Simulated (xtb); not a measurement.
# Run report: C₂H₃ClGaN, molecular dynamics (part 2 of 4)

Continued. System: C₂H₃ClGaN, multiplicity 3. Method: GFN2-xTB, GBSA solvent chcl3 (xtb 6.7.1). The geometry comes from this level: RDKit embedding + MMFF94.

Geometry of the input (Å):
```
C  -1.2107  -0.4703  -0.0263
Ga 0.2472  0.5050  -0.5308
Cl -0.1111  2.9038  -0.0858
C  2.2468  -0.2785  -0.4281
N  3.3242  -0.6820  -0.3631
H  -1.2771  -0.3089  1.0863
H  -2.1147  -0.1164  -0.5487
H  -1.1047  -1.5527  -0.2522
```

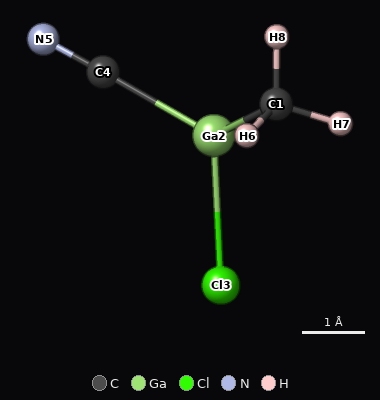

*The input geometry (ball-and-stick view, seen at a tilt; atoms are numbered from 1 in the order of the input). Sticks mark near contacts.*

**What the program printed, continued**
```
 iter      E             dE          RMSdq      gap      omega  full diag
   1    -14.5307624 -0.145308E+02  0.105E+00    2.75       0.0  T
   2    -14.5307915 -0.291314E-04  0.665E-01    2.82       1.0  T
   3    -14.5300507  0.740844E-03  0.388E-01    2.70       1.0  T
   4    -14.5308805 -0.829810E-03  0.989E-02    2.81       1.0  T
   5    -14.5308887 -0.824829E-05  0.648E-02    2.80       1.0  T
   6    -14.5309054 -0.167054E-04  0.202E-02    2.80       1.7  T
   7    -14.5309070 -0.152203E-05  0.111E-02    2.80       3.2  T
   8    -14.5309070 -0.591750E-07  0.654E-03    2.80       5.4  T
   9    -14.5309071 -0.932581E-07  0.319E-03    2.80      11.1  T
  10    -14.5309071 -0.250840E-07  0.135E-03    2.80      26.2  T
  11    -14.5309071 -0.390874E-08  0.539E-04    2.80      65.6  T
  12    -14.5309071 -0.615918E-09  0.189E-04    2.80     186.7  T
     SCC iter.                  ...        0 min,  0.003 sec
     gradient                   ...        0 min,  0.001 sec
 * total energy  :   -14.3830440 Eh     change       -0.1484709E-02 Eh
   gradient norm :     0.0260002 Eh/α   predicted    -0.1651250E-02 (  11.22%)
   displ. norm   :     0.2386282 α      lambda       -0.1699594E-02
   maximum displ.:     0.1565403 α      in ANC's #5, #6, #2, ...

........................................................................
.............................. CYCLE    6 ..............................
........................................................................

 iter      E             dE          RMSdq      gap      omega  full diag
   1    -14.5332043 -0.145332E+02  0.874E-01    2.76       0.0  T
   2    -14.5332593 -0.549761E-04  0.510E-01    2.85       1.0  T
   3    -14.5326713  0.587987E-03  0.397E-01    2.71       1.0  T
   4    -14.5333742 -0.702852E-03  0.968E-02    2.81       1.0  T
   5    -14.5334237 -0.494989E-04  0.488E-02    2.79       1.0  T
   6    -14.5334372 -0.135117E-04  0.217E-02    2.79       1.6  T
   7    -14.5334379 -0.670001E-06  0.711E-03    2.80       5.0  T
   8    -14.5334379 -0.838200E-07  0.420E-03    2.80       8.4  T
   9    -14.5334380 -0.338989E-07  0.314E-03    2.80      11.3  T
  10    -14.5334380 -0.259479E-07  0.970E-04    2.80      36.4  T
  11    -14.5334380 -0.177596E-08  0.192E-04    2.80     184.1  T
     SCC iter.                  ...        0 min,  0.002 sec
     gradient                   ...        0 min,  0.001 sec
 * total energy  :   -14.3842519 Eh     change       -0.1207905E-02 Eh
   gradient norm :     0.0225134 Eh/α   predicted    -0.8981886E-03 ( -25.64%)
   displ. norm   :     0.4348959 α      lambda       -0.3131321E-02
   maximum displ.:     0.2595522 α      in ANC's #5, #1, #13, ...

........................................................................
.............................. CYCLE    7 ..............................
........................................................................

 iter      E             dE          RMSdq      gap      omega  full diag
   1    -14.5470346 -0.145470E+02  0.102E+00    2.86       0.0  T
   2    -14.5470733 -0.387251E-04  0.633E-01    2.85       1.0  T
   3    -14.5470645  0.879074E-05  0.890E-02    2.85       1.0  T
   4    -14.5470524  0.120977E-04  0.793E-02    2.84       1.0  T
   5    -14.5470872 -0.347236E-04  0.203E-02    2.85       1.7  T
   6    -14.5470878 -0.673797E-06  0.102E-02    2.84       3.5  T
   7    -14.5470880 -0.134976E-06  0.737E-03    2.85       4.8  T
   8    -14.5470881 -0.138645E-06  0.351E-03    2.85      10.1  T
   9    -14.5470881 -0.315052E-07  0.222E-03    2.85      15.9  T
  10    -14.5470882 -0.792080E-08  0.721E-04    2.85      49.0  T
  11    -14.5470882 -0.708859E-09  0.420E-04    2.85      84.2  T
     SCC iter.                  ...        0 min,  0.003 sec
     gradient                   ...        0 min,  0.001 sec
 * total energy  :   -14.3860305 Eh     change       -0.1778576E-02 Eh
   gradient norm :     0.0301781 Eh/α   predicted    -0.1861779E-02 (   4.68%)
   displ. norm   :     0.2561212 α      lambda       -0.9193844E-03
   maximum displ.:     0.1747591 α      in ANC's #5, #13, #7, ...

........................................................................
.............................. CYCLE    8 ..............................
........................................................................

 iter      E             dE          RMSdq      gap      omega  full diag
   1    -14.5443534 -0.145444E+02  0.763E-01    2.76       0.0  T
   2    -14.5444019 -0.485357E-04  0.474E-01    2.80       1.0  T
   3    -14.5442987  0.103255E-03  0.170E-01    2.74       1.0  T
   4    -14.5444160 -0.117294E-03  0.277E-02    2.78       1.3  T
   5    -14.5444175 -0.151780E-05  0.181E-02    2.78       2.0  T
   6    -14.5444174  0.524066E-07  0.106E-02    2.78       3.3  T
   7    -14.5444181 -0.709052E-06  0.194E-03    2.78      18.2  T
   8    -14.5444181 -0.461210E-08  0.123E-03    2.78      28.8  T
   9    -14.5444181 -0.358861E-08  0.675E-04    2.78      52.4  T
  10    -14.5444181 -0.102761E-08  0.249E-04    2.78     141.9  T
     SCC iter.                  ...        0 min,  0.002 sec
     gradient                   ...        0 min,  0.001 sec
 * total energy  :   -14.3865479 Eh     change       -0.5174326E-03 Eh
   gradient norm :     0.0103203 Eh/α   predicted    -0.4898484E-03 (  -5.33%)
   displ. norm   :     0.1108840 α      lambda       -0.2368560E-03
   maximum displ.:     0.0768574 α      in ANC's #5, #1, #3, ...

........................................................................
.............................. CYCLE    9 ..............................
........................................................................

 iter      E             dE          RMSdq      gap      omega  full diag
   1    -14.5421399 -0.145421E+02  0.290E-01    2.79       0.0  T
   2    -14.5421439 -0.404060E-05  0.169E-01    2.78       1.0  T
   3    -14.5421233  0.206260E-04  0.628E-02    2.80       1.0  T
   4    -14.5421460 -0.227291E-04  0.162E-02    2.78       2.2  T
   5    -14.5421467 -0.708982E-06  0.104E-02    2.79       3.4  T
   6    -14.5421472 -0.513145E-06  0.478E-03    2.79       7.4  T
   7    -14.5421473 -0.284620E-07  0.211E-03    2.79      16.7  T
   8    -14.5421473 -0.892253E-08  0.108E-03    2.79      32.8  T
   9    -14.5421473 -0.301964E-08  0.571E-04    2.79      62.0  T
  10    -14.5421473 -0.561908E-09  0.127E-04    2.79     278.9  T
     SCC iter.                  ...        0 min,  0.002 sec
     gradient                   ...        0 min,  0.001 sec
 * total energy  :   -14.3867222 Eh     change       -0.1742612E-03 Eh
   gradient norm :     0.0034903 Eh/α   predicted    -0.1198852E-03 ( -31.20%)
   displ. norm   :     0.1347993 α      lambda       -0.1851288E-03
   maximum displ.:     0.0799247 α      in ANC's #3, #1, #5, ...

........................................................................
.............................. CYCLE   10 ..............................
........................................................................

 iter      E             dE          RMSdq      gap      omega  full diag
   1    -14.5400303 -0.145400E+02  0.346E-01    2.77       0.0  T
   2    -14.5400389 -0.858068E-05  0.197E-01    2.76       1.0  T
   3    -14.5400271  0.117767E-04  0.576E-02    2.78       1.0  T
   4    -14.5400417 -0.145443E-04  0.161E-02    2.76       2.2  T
   5    -14.5400423 -0.598607E-06  0.122E-02    2.77       2.9  T
   6    -14.5400429 -0.590507E-06  0.639E-03    2.76       5.5  T
   7    -14.5400429 -0.569960E-07  0.265E-03    2.76      13.3  T
   8    -14.5400429 -0.904335E-08  0.959E-04    2.76      36.9  T
   9    -14.5400429 -0.167261E-08  0.615E-04    2.76      57.5  T
     SCC iter.                  ...        0 min,  0.002 sec
     gradient                   ...        0 min,  0.001 sec
 * total energy  :   -14.3868219 Eh     change       -0.9976811E-04 Eh
   gradient norm :     0.0077239 Eh/α   predicted    -0.9424631E-04 (  -5.53%)
   displ. norm   :     0.0588705 α      lambda       -0.5249132E-04
   maximum displ.:     0.0360479 α      in ANC's #5, #1, #3, ...

........................................................................
.............................. CYCLE   11 ..............................
........................................................................

 iter      E             dE          RMSdq      gap      omega  full diag
   1    -14.5404980 -0.145405E+02  0.158E-01    2.78       0.0  T
   2    -14.5404991 -0.113075E-05  0.909E-02    2.78       1.0  T
   3    -14.5404945  0.457547E-05  0.352E-02    2.79       1.0  T
   4    -14.5404999 -0.537585E-05  0.503E-03    2.78       7.0  T
   5    -14.5404999  0.110399E-07  0.357E-03    2.78       9.9  T
   6    -14.5404999 -0.313869E-07  0.211E-03    2.78      16.8  T
   7    -14.5405000 -0.184564E-07  0.671E-04    2.78      52.7  T
   8    -14.5405000 -0.706068E-09  0.298E-04    2.78     118.8  T
     SCC iter.                  ...        0 min,  0.002 sec
     gradient                   ...        0 min,  0.001 sec
 * total energy  :   -14.3868668 Eh     change       -0.4491638E-04 Eh
   gradient norm :     0.0057514 Eh/α   predicted    -0.2633761E-04 ( -41.36%)
   displ. norm   :     0.1905474 α      lambda       -0.1647685E-03
   maximum displ.:     0.1076693 α      in ANC's #3, #1, #5, ...

........................................................................
.............................. CYCLE   12 ..............................
........................................................................

 iter      E             dE          RMSdq      gap      omega  full diag
   1    -14.5419030 -0.145419E+02  0.441E-01    2.81       0.0  T
   2    -14.5419117 -0.871550E-05  0.254E-01    2.79       1.0  T
   3    -14.5418987  0.130258E-04  0.656E-02    2.81       1.0  T
   4    -14.5419158 -0.171154E-04  0.131E-02    2.80       2.7  T
   5    -14.5419157  0.245449E-07  0.806E-03    2.80       4.4  T
   6    -14.5419158 -0.222654E-07  0.394E-03    2.80       9.0  T
   7    -14.5419159 -0.885780E-07  0.183E-03    2.80      19.3  T
   8    -14.5419159 -0.579072E-08  0.847E-04    2.80      41.7  T
   9    -14.5419159 -0.160045E-08  0.674E-04    2.80      52.5  T
     SCC iter.                  ...        0 min,  0.002 sec
     gradient                   ...        0 min,  0.001 sec
 * total energy  :   -14.3869768 Eh     change       -0.1099637E-03 Eh
   gradient norm :     0.0029293 Eh/α   predicted    -0.8537403E-04 ( -22.36%)
   displ. norm   :     0.1326459 α      lambda       -0.5889099E-04
   maximum displ.:     0.0750730 α      in ANC's #3, #1, #4, ...

........................................................................
.............................. CYCLE   13 ..............................
........................................................................

 iter      E             dE          RMSdq      gap      omega  full diag
   1    -14.5420019 -0.145420E+02  0.257E-01    2.81       0.0  T
   2    -14.5420048 -0.293182E-05  0.150E-01    2.80       1.0  T
   3    -14.5420053 -0.521222E-06  0.166E-02    2.81       2.1  T
   4    -14.5420057 -0.386614E-06  0.794E-03    2.80       4.5  T
   5    -14.5420057  0.166758E-07  0.537E-03    2.80       6.6  T
   6    -14.5420057 -0.645009E-07  0.104E-03    2.80      33.9  T
   7    -14.5420057  0.209391E-08  0.885E-04    2.80      39.9  T
   8    -14.5420058 -0.413116E-08  0.518E-04    2.80      68.2  T
     SCC iter.                  ...        0 min,  0.002 sec
     gradient                   ...        0 min,  0.001 sec
 * total energy  :   -14.3870165 Eh     change       -0.3966101E-04 Eh
   gradient norm :     0.0026307 Eh/α   predicted    -0.2996474E-04 ( -24.45%)
   displ. norm   :     0.0755697 α      lambda       -0.3657580E-04
   maximum displ.:     0.0494970 α      in ANC's #4, #3, #1, ...

   *** GEOMETRY OPTIMIZATION CONVERGED AFTER 13 ITERATIONS ***

------------------------------------------------------------------------
 total energy gain   :        -0.0607771 Eh      -38.1382 kcal/mol
 total RMSD          :         0.7969673 a0        0.4217 Å
 total power (kW/mol):       -12.2746338 (step)-2605.8303 (real)
------------------------------------------------------------------------

 ANCopt (total)                0 d,  0 h,  0 min,  0.061 sec
 optimizer setup                ...        0 min,  0.000 sec (  0.067%)
 model hessian                  ...        0 min,  0.000 sec (  0.226%)
 ANC generation                 ...        0 min,  0.000 sec (  0.190%)
 coordinate transformation      ...        0 min,  0.000 sec (  0.120%)
 single point calculation       ...        0 min,  0.059 sec ( 95.932%)
 optimization log               ...        0 min,  0.001 sec (  1.688%)
 hessian update                 ...        0 min,  0.000 sec (  0.095%)
 rational function              ...        0 min,  0.001 sec (  1.087%)

================
 final structure:
================
8
 xtb: 6.7.1 (unknown-commit)
C           -1.07904569619284       -0.54400133686618        0.00438036636016
Ga           0.35689161539539        0.98664003216258       -1.05591320040283
Cl          -0.19488098267485        2.85894865298044       -0.07840599180558
C            1.78656504025788       -0.43821674509548       -0.24359238818505
N            2.87767742823616       -0.78607799659550       -0.14086593725813
H           -0.85960844372075       -0.41944567136907        1.06097588745831
H           -2.03535832297185       -0.13167506952744       -0.30132819635326
H           -0.85223963833048       -1.52617286568898       -0.39389153981329

 Bond Distances (Angstroems)
 ---------------------------
C1-Ga2=2.3514        C1-H6=1.0863         C1-H7=1.0854         C1-H8=1.0838         Ga2-C1=2.3514        Ga2-Cl3=2.1830
Ga2-C4=2.1758        Cl3-Ga2=2.1830       C4-Ga2=2.1758        C4-N5=1.1498         N5-C4=1.1498         H6-C1=1.0863
H7-C1=1.0854         H8-C1=1.0838
 C  H  Rav=1.0852 sigma=0.0010  Rmin=1.0838  Rmax=1.0863     3
 N  C  Rav=1.1498 sigma=0.0000  Rmin=1.1498  Rmax=1.1498     1
 Ga C  Rav=2.2636 sigma=0.0878  Rmin=2.1758  Rmax=2.3514     2
 Ga Cl Rav=2.1830 sigma=0.0000  Rmin=2.1830  Rmax=2.1830     1

 selected bond angles (degree)
 --------------------
H6-C1-Ga2=103.92               H7-C1-Ga2= 99.43               H7-C1-H6=114.10                H8-C1-Ga2=107.24
H8-C1-H6=114.77                H8-C1-H7=115.16                Cl3-Ga2-C1=101.66              C4-Ga2-C1= 78.85
C4-Ga2-Cl3=124.10              N5-C4-Ga2=148.76

 selected dihedral angles (degree)
 ---------------------------------
Cl3-Ga2-C1-H6=303.99          Cl3-Ga2-C1-H7= 61.87          Cl3-Ga2-C1-H8=182.05          C4-Ga2-C1-H6= 66.86
C4-Ga2-C1-H7=184.74           C4-Ga2-C1-H8=304.92           N5-C4-Ga2-C1=176.05           N5-C4-Ga2-Cl3=272.67
           -------------------------------------------------
          |                Final Singlepoint                |
           -------------------------------------------------

          ...................................................
          :                      SETUP                      :
          :.................................................:
          :  # basis functions                  35          :
          :  # atomic orbitals                  33          :
          :  # shells                           15          :
          :  # electrons                        26          :
          :  max. iterations                   250          :
          :  Hamiltonian                  GFN2-xTB          :
          :  restarted?                      false          :
          :  GBSA solvation                   true          :
          :  PC potential                    false          :
          :  electronic temp.          300.0000000     K    :
          :  accuracy                    1.0000000          :
          :  -> integral cutoff          0.2500000E+02      :
          :  -> integral neglect         0.1000000E-07      :
          :  -> SCF convergence          0.1000000E-05 Eh   :
          :  -> wf. convergence          0.1000000E-03 e    :
          :  Broyden damping             0.4000000          :
          :  net charge                          0          :
          :  unpaired electrons                  2          :
          ...................................................

 iter      E             dE          RMSdq      gap      omega  full diag
   1    -14.5420058 -0.145420E+02  0.318E-04    2.80       0.0  T
   2    -14.5420058 -0.631708E-10  0.229E-04    2.80     154.7  T
   3    -14.5420058 -0.392664E-10  0.199E-04    2.80     177.8  T

   *** convergence criteria satisfied after 3 iterations ***
```
